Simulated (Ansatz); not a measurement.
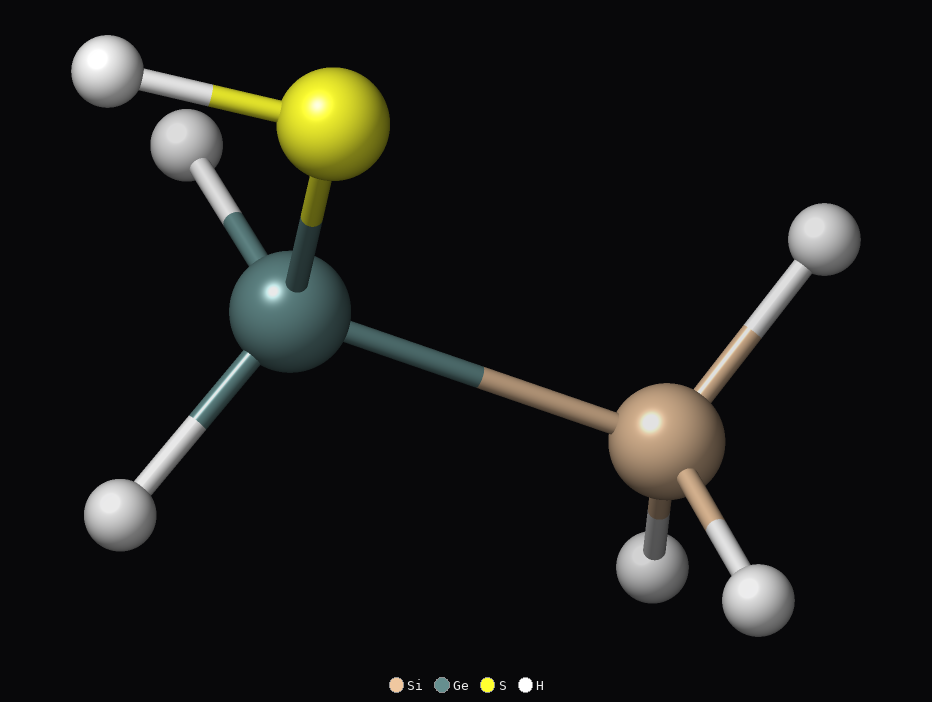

A ball-and-stick model of a molecule.

The computed structure is the end point of a PBE0-D4/def2-TZVP optimisation.

Describe the molecule.

Formula GeH₆SSi. As SMILES it reads `[SiH3][GeH2][SH]`. Among its groups: Si–H bond. This geometry has Cs symmetry. Coordination: 1 Si tetrahedral; 1 Ge tetrahedral; 1 S bent.

More results for the same structure follow; atom numbers are the same in all pictures, views and colours differ.

Shape

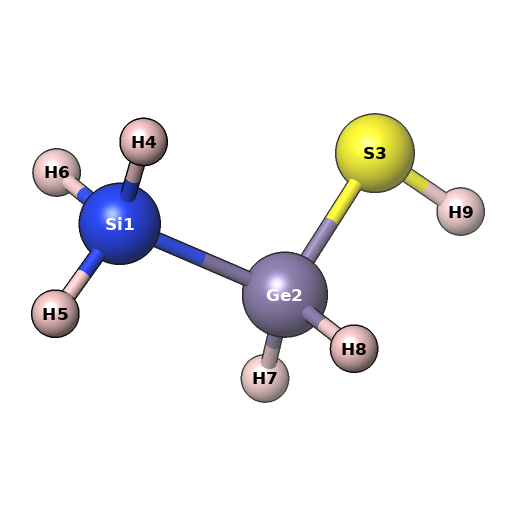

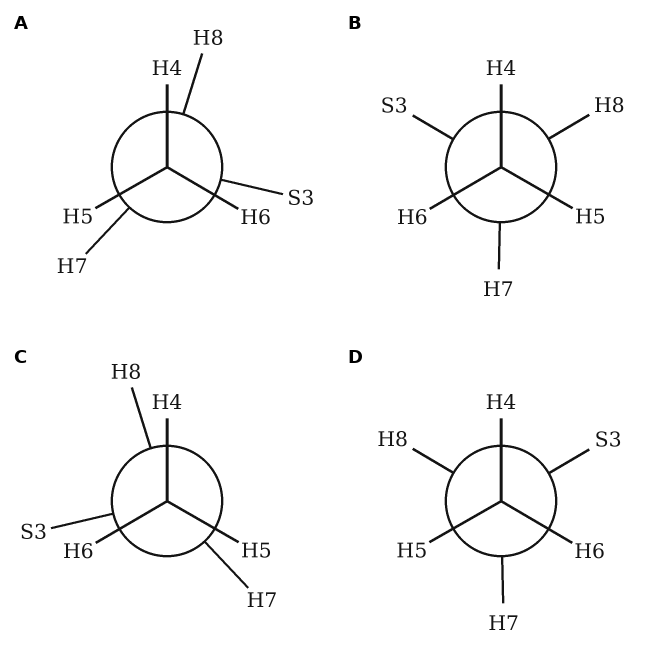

Atoms fade into the background with distance from the viewer. Bonds that would overlap in a projection are set slightly apart.

Which Newman projection shows the view along Si1–Ge2, with Si1 in front?

Answer. B. The torsion angle H4–Si1–Ge2–S3 is −60°, synclinal (gauche).

Dipole moment

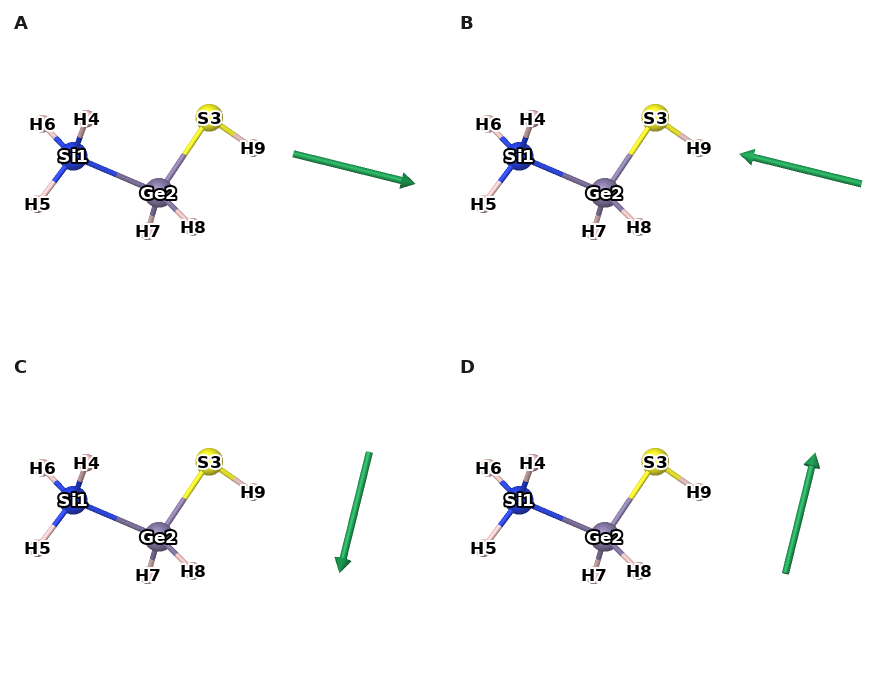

The same molecule four times, each with an arrow. Properties computed with RKS PBE-D4/def2-TZVPP (Ansatz 0.2.0).

Which arrow points along the dipole moment, from the negative to the positive end?

Answer. C. The dipole moment is 1.14 D; it points from the side of S3 to the side of H5 (the outermost atoms at the two ends).

Vibrations

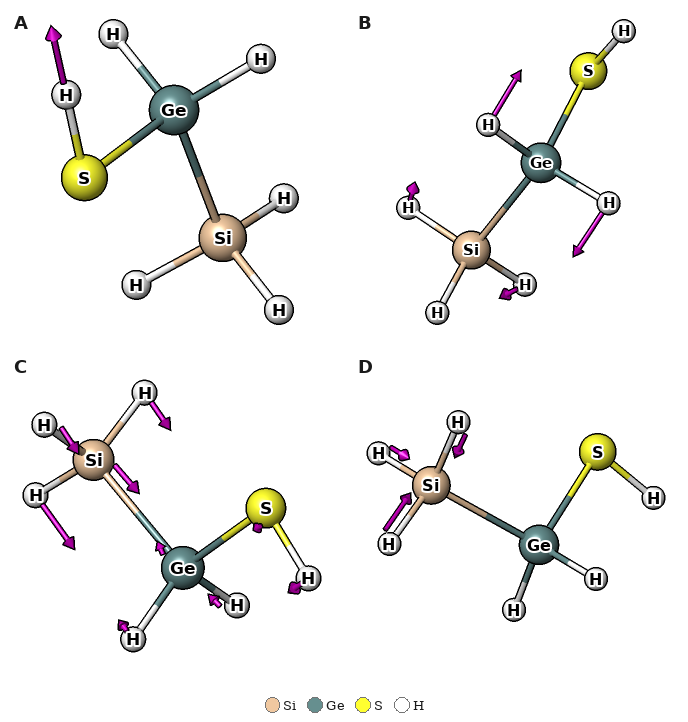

4 normal modes of one molecule or complex, as arrows. Harmonic vibrations computed with RKS PBE0-D4/def2-TZVP (Ansatz 0.2.0) at a stationary point of the same level.

Match the panels to the wavenumbers 353 cm⁻¹, 650 cm⁻¹, 2224 cm⁻¹, 2712 cm⁻¹.

Answer. A: 2712 cm⁻¹, S–H stretching
B: 650 cm⁻¹, angle bending
C: 353 cm⁻¹, Ge–Si stretching
D: 2224 cm⁻¹, in-phase stretching of 3 Si–H bonds

Charges

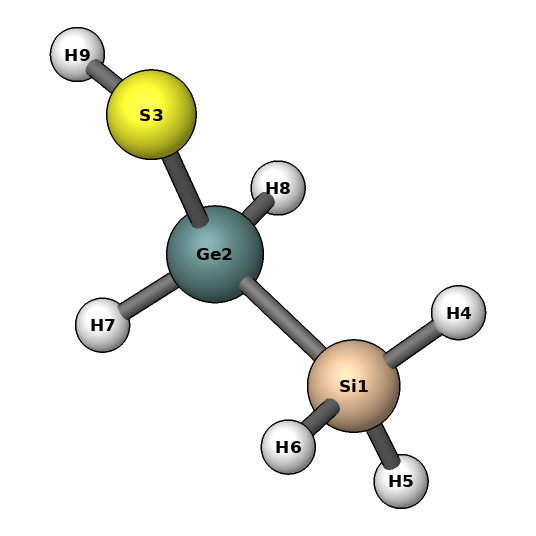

The questions are on Mulliken charges. Method: RKS PBE-D4/def2-TZVPP (Ansatz 0.2.0).

Which atom carries the highest charge (most positive or least negative)?

Answer. Ge2 (0.21 e).

And the lowest?

Answer. S3 (−0.31 e).

Give the Mulliken charges atom by atom.

```tsv
atom	value (e)
Si1	0.09
Ge2	0.21
S3	−0.31
H4	−0.03
H5	−0.03
H6	−0.03
H7	0.00
H8	0.00
H9	0.12
```

Mulliken values depend strongly on the basis set and can even reverse the polarity of a bond.
